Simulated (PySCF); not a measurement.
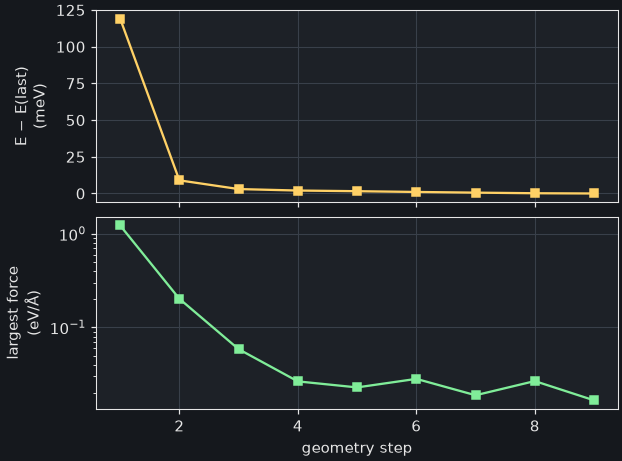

History of a geometry optimisation. The run: (SiH3)2PH (SMILES [SiH3]P[SiH3]), by PySCF, PBE0-D3(BJ)/def2-SVP, geometry optimisation.

The optimisation met its thresholds at geometry 9, counting the start as the first. The energy fell by about 120 meV from the first step to the last. The largest force goes from about 1.2 eV/Å at the start to 0.017 eV/Å at the end.
